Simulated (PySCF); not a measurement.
## Electronic structure of C7H13FO in real space

Input file:

```
{"job": {"kind": "nmr", "xc": "B3LYP", "basis": "pcSseg-1", "solvent": "dichloromethane", "pop": false}, "charge": 0, "multiplicity": 1}
C      2.938653     0.121142    -0.112180
O      1.732269    -0.393594     0.392683
C      0.636802    -0.356448    -0.498008
C     -0.322693    -1.482298    -0.045128
C     -1.644470    -1.098367     0.642252
C     -1.731218     0.383005     0.973623
C     -1.448076     1.173208    -0.295808
C      0.038173     1.081182    -0.605008
F      0.690976     1.910234     0.289605
H      2.891227     1.199378    -0.289681
H      3.691069    -0.081089     0.647586
H      3.218028    -0.383610    -1.047010
H      1.005155    -0.620413    -1.505122
H     -0.547503    -2.102058    -0.913768
H      0.274310    -2.087595     0.638006
H     -1.764688    -1.687773     1.551743
H     -2.477824    -1.347940    -0.019358
H     -2.722747     0.618819     1.362626
H     -0.991793     0.647906     1.730603
H     -1.700806     2.227681    -0.170224
H     -2.023583     0.774212    -1.132409
H      0.258739     1.504418    -1.595021
```

Command:

```sh
OMP_NUM_THREADS=1 python ens_run.py task.json out
```

Geometry: GFN2-xTB.

Theory: PySCF 2.14.0, B3LYP/pcSseg-1, SCF density, in a dichloromethane solvent model, non-relativistic.

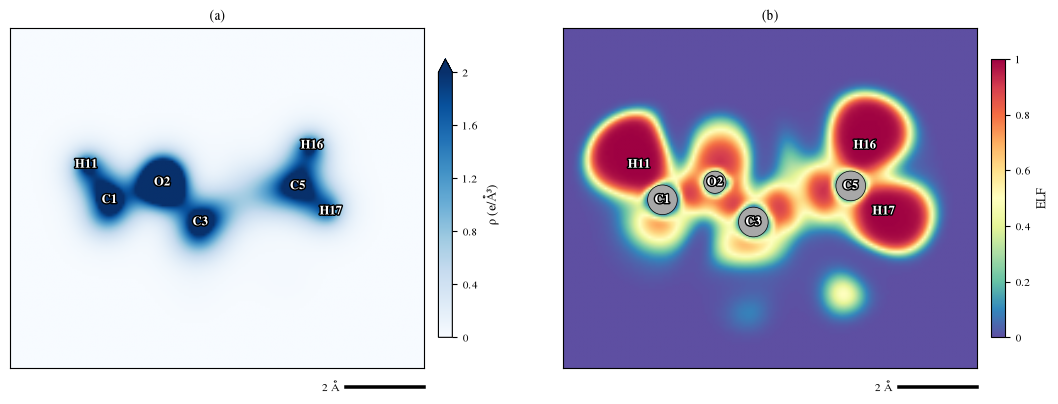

Figure 1. (a) electron density; (b) ELF on the plane of atoms O2, C1 and H11. Grey discs cover the atomic cores in the ELF map.

**Describe what can be read from this map.**

The plane passes through C, O and H nuclei. C–O (1.41 Å): the density is about 2.1 e/Å³ at the midpoint, with its minimum of 1.8 e/Å³ about 0.5 Å from C; the ELF peaks at about 0.90 between the atoms: a shared but strongly polarised pair. C–H (1.09 Å): the density is about 2 e/Å³ at the midpoint; the ELF climbs to about 1 towards the hydrogen, as it does in any bond to H: an ordinary covalent bond to hydrogen. The ELF also peaks beside O2, away from the bonds: lone-pair regions.

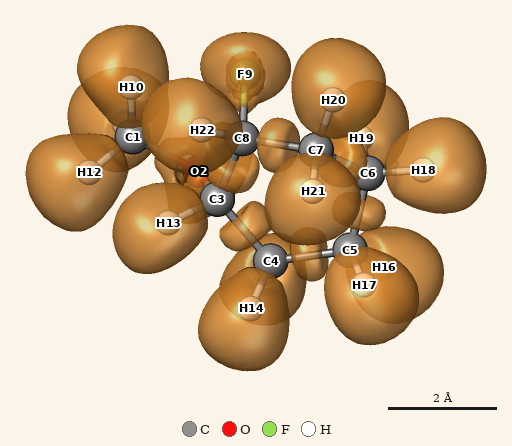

Figure 2. Isosurface of the ELF at 0.75 (orange), seen at a tilt. Core shells and regions of very low density are left out.

**Describe the localisation domains.**

The surface consists of six regions between bonded C–C atoms (shared pairs), 13 regions around hydrogen nuclei, one region on F in which the atom's valence shell and bonds are merged and one region on O in which the atom's valence shell and bonds are merged.


C–F (1.38 Å): the ELF peaks at about 0.85 between the atoms: a polar covalent bond.

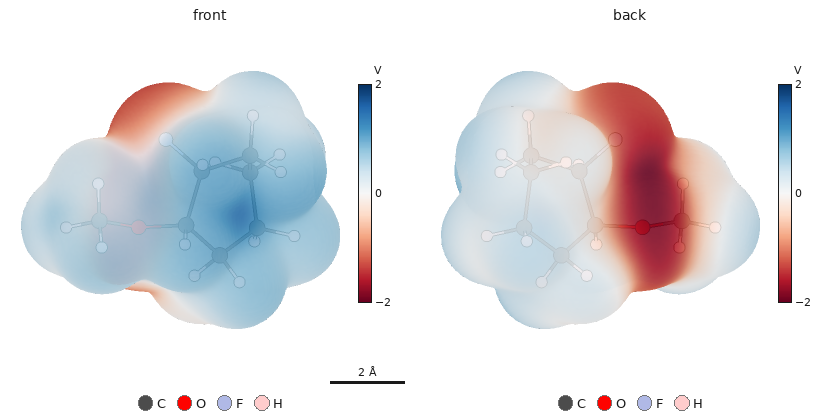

Figure 3. The electrostatic potential painted on the density surface at 0.002 e/bohr³, seen from the front and from behind; the colour scale runs from red (negative) to blue (positive).

**Describe the electrostatic potential map.**

The most negative region (about −1.9 V) lies over O2 and F9, the most positive (about +1.4 V) over C3 and C8.
